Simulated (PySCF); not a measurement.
**C3H12O3SSi2 (SMILES C[SiH2]O[SiH2]CS(C)(=O)=O): density, localisation and related maps**

Input

```
{"job": {"kind": "nmr", "xc": "PBE0", "basis": "pcSseg-1"}, "charge": 0, "multiplicity": 1}
C     -4.099944     0.428289    -0.019849
Si    -3.031712    -1.100222     0.305394
O     -1.449887    -0.698717     0.237471
Si    -0.293001     0.370102    -0.125802
C      1.322051    -0.526187     0.280307
S      2.513979     0.701083    -0.203568
C      4.138869    -0.024120     0.189634
O      2.339140     1.867302     0.618380
O      2.444018     0.882640    -1.627552
H     -5.159180     0.192853     0.008794
H     -3.912880     1.200311     0.721779
H     -3.880985     0.856828    -0.994332
H     -3.202627    -1.624064     1.660832
H     -3.205340    -2.126884    -0.722060
H     -0.371058     0.674430    -1.550791
H     -0.456593     1.539995     0.731853
H      1.469888    -0.729993     1.333168
H      1.505028    -1.413741    -0.311757
H      4.244782    -0.941639    -0.374087
H      4.179449    -0.201598     1.256306
H      4.897081     0.690275    -0.105185
```

Run with:

```sh
OMP_NUM_THREADS=1 python probes_run.py task.json out
```

Geometry: GFN2-xTB.

All numbers below come from PBE0/pcSseg-1, SCF density, gas phase, non-relativistic (PySCF 2.14.0).

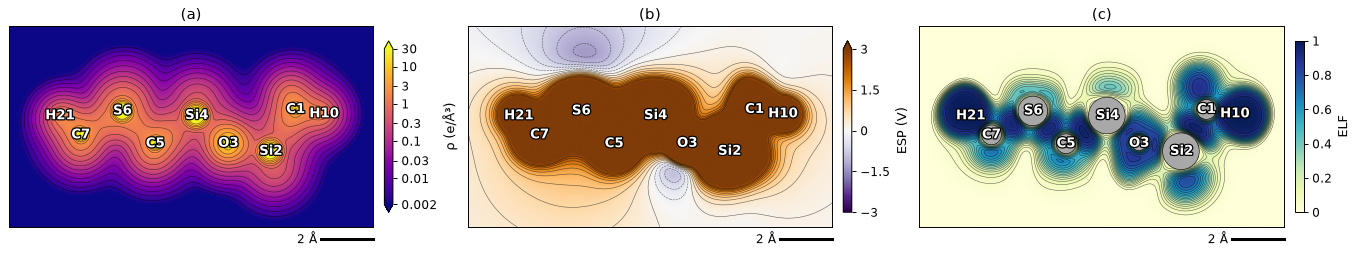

Figure 1. (a) total electron density; (b) molecular electrostatic potential; (c) ELF on the plane of atoms Si4, C5 and S6. Grey discs cover the atomic cores in the ELF map.

Q: Interpret the plot.

A:
- Atoms in the plane: C, Si, O, S and H.
- Si–O (1.62 Å): the density is about 1.1 e/Å³ at the midpoint; the ELF peaks at about 0.85 between the atoms: a short, strongly polar bond.
- C–S (1.78 Å): ρ at the midpoint is about 1.4 e/Å³; the ELF peaks at about 0.95 between the atoms, as expected for a covalent bond.
- C–Si (1.89 Å): ρ at the midpoint is about 0.93 e/Å³; the ELF peaks at about 0.95 between the atoms (a shared electron pair).
- C–H (1.09 Å): ρ at the midpoint is about 1.9 e/Å³; the ELF climbs to about 1 towards the hydrogen, as it does in any bond to H: an ordinary covalent bond to hydrogen.
- C–S (1.82 Å): ρ at the midpoint is about 1.3 e/Å³; the ELF peaks at about 0.95 between the atoms: a covalent bond.
- The ELF also peaks beside O3, away from the bonds: lone-pair regions.
- Outside the dense part of the molecule the potential is most negative (−1.4 V) near O8, which lies off the plane.

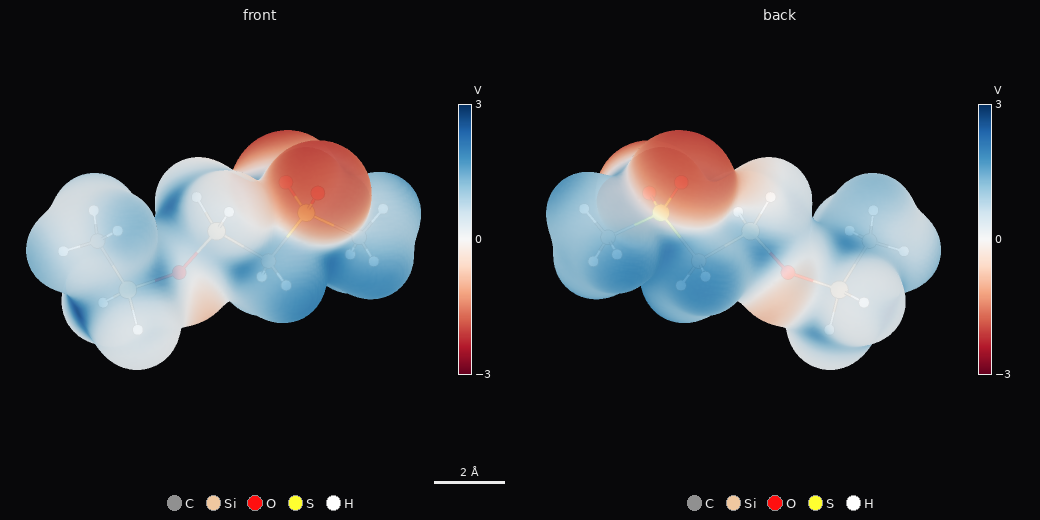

Figure 2. The electrostatic potential painted on the density surface at 0.004 e/bohr³, seen from the front and from behind; red is negative and blue positive.

Q: Describe the electrostatic potential map.

A: The most negative region (about −2.0 V) lies over O8 and O9, the most positive (about +2.2 V) over Si2.

Q: How polar is the molecule by this calculation?

A: Its dipole moment is 3.65 D.
